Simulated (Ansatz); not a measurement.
# Frequency calculation of GeBH₃Cl₂

The run: frequency calculation of GeBH₃Cl₂. Method and program: HF/STO-3G, RHF (Ansatz 0.2.0).

The geometry was optimised with HF/STO-3G. Figures and captions count atoms from 1; the log counts them from 0 in places.

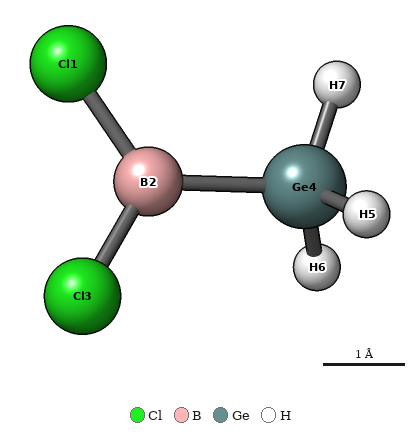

The structure as given in the input (ball-and-stick view, seen at a tilt; atoms are numbered from 1 in the order of the input). Sticks mark near contacts.

### The input
```yaml
crystal:
  periodic: [false, false, false]
  atoms:
    - {symbol: Cl, position_ang: [1.761529, -1.398792, 1.199494]}
    - {symbol: B, position_ang: [0.190425, -0.960172, 0.478792]}
    - {symbol: Cl, position_ang: [-1.098005, -2.189058, 0.598226]}
    - {symbol: Ge, position_ang: [-0.134032, 0.815933, -0.423370]}
    - {symbol: H, position_ang: [-0.524059, 0.571026, -1.777125]}
    - {symbol: H, position_ang: [-1.191431, 1.486831, 0.266823]}
    - {symbol: H, position_ang: [1.056974, 1.606230, -0.388440]}
basis:
  gaussian: {orbitals: STO-3G}
phonons: {temperatures: {t_min: 298.15, t_max: 298.15, t_step: 1}}
hamiltonian: {xc: hf}
magnetization: {spin_polarized: false}
total_charge: 0
```

Command:
```bash
ansatz run run.yaml --threads 1 --pin off --max-ram 3480MiB --events-out events.jsonl --progress --plain --runs-dir runs
```

### What the program printed
```
Functional definition: HF
  name "HF"
  exchange = exact_x
  correlation = 0
535 factors; integrals over basis functions are off by at most 1.2e-5 eV
mean field evaluation 1: about -81281.2580 eV, gradient 2.5e1 eV
mean field evaluation 2: about -81281.2965 eV, gradient 2.5e1 eV
mean field evaluation 4: about -81284.1771 eV, gradient 1.7e0 eV
mean field evaluation 8: about -81284.1969 eV, gradient 2.2e-2 eV
mean field -81284.19692413 eV, -2987.1391405542 hartree, gradient 3.0e-5 eV, S^2 0.000000; 0 other end points of the search recorded, 0 dependent functions left out
the calculation of the forces begins
reference -81284.19692413 eV, -2987.1391405542 hartree; 37, 37 occupied and 7, 7 virtual orbitals, 535 factors
these checks for a lower state are left out or cut short: stability, starts, cluster_reference, orbital_swaps, neighbouring_geometries, increment
535 factors; integrals over basis functions are off by at most 1.2e-5 eV
mean field evaluation 16: about -81284.1969 eV, gradient 2.4e-6 eV
mean field -81284.19685108 eV, -2987.1391378696 hartree, gradient 2.4e-6 eV, S^2 0.000000; 0 other end points of the search recorded, 0 dependent functions left out
[... from here on the field's lines of each further geometry are left out, up to the last ...]
the calculation of the forces begins
reference -81284.19691513 eV, -2987.1391402235 hartree; 37, 37 occupied and 7, 7 virtual orbitals, 535 factors
these checks for a lower state are left out or cut short: stability, starts, cluster_reference, orbital_swaps, neighbouring_geometries, increment
535 factors; integrals over basis functions are off by at most 1.2e-5 eV
mean field -81284.19691578 eV, -2987.1391402474 hartree, gradient 2.4e-6 eV, S^2 0.000000; 0 other end points of the search recorded, 0 dependent functions left out
the calculation of the forces begins
reference -81284.19691578 eV, -2987.1391402474 hartree; 37, 37 occupied and 7, 7 virtual orbitals, 535 factors
Total energy: -81284.19692413 eV, -2987.1391405542 hartree
Atom 0 at     1.761529    -1.398792     1.199494 Å, force    -0.000007    -0.000064     0.000038 eV/Å
Atom 1 at     0.190425    -0.960172     0.478792 Å, force    -0.000023     0.000172    -0.000007 eV/Å
Atom 2 at    -1.098005    -2.189058     0.598226 Å, force    -0.000064     0.000000     0.000011 eV/Å
Atom 3 at    -0.134032     0.815933    -0.423370 Å, force     0.000640    -0.000799    -0.000955 eV/Å
Atom 4 at    -0.524059     0.571026    -1.777125 Å, force     0.000253     0.000179     0.000453 eV/Å
Atom 5 at    -1.191431     1.486831     0.266823 Å, force    -0.000656     0.000378     0.000589 eV/Å
Atom 6 at     1.056974     1.606230    -0.388440 Å, force    -0.000143     0.000134    -0.000129 eV/Å
Dipole moment:    -0.073859     0.420928    -0.212817 e Å
Vibrations: 10.79 172.38 227.36 361.44 401.98 658.40 700.03 1016.04 1033.66 1073.90 1131.26 1141.59 2420.08 2426.13 2481.47 cm⁻¹, zero-point energy 0.945783 eV
```

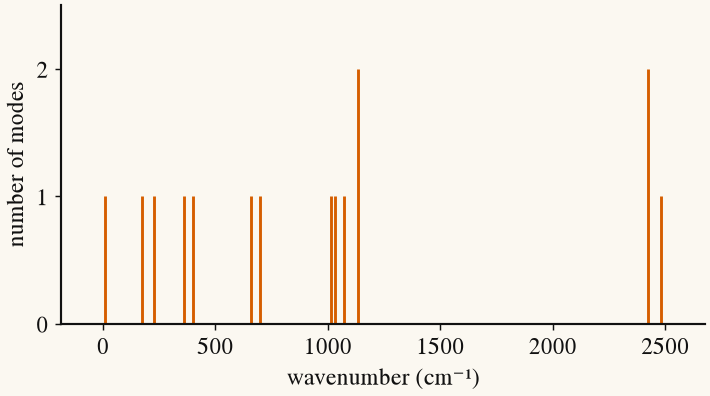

Harmonic vibrational wavenumbers from the force constants; neighbouring modes closer than 11 cm⁻¹ are counted in one stick. 15 modes from 11 to 2481 cm⁻¹, none imaginary.

### Summary

| quantity | value |
| --- | --- |
| outcome | converged |
| total energy | −2987.139141 hartree |
| basis functions | 44 |
| largest force | 0.001 eV/Å |
| zero-point energy | 0.034757 hartree |
| dipole moment | 2.29 D |
| wavenumbers, lowest and highest | 11 and 2481 cm⁻¹ |
| hardware | 1 thread of Arm Neoverse V2, 112 GiB of memory available, shared host |
| wall time | 27 s |
| peak memory | 0.098 GiB |
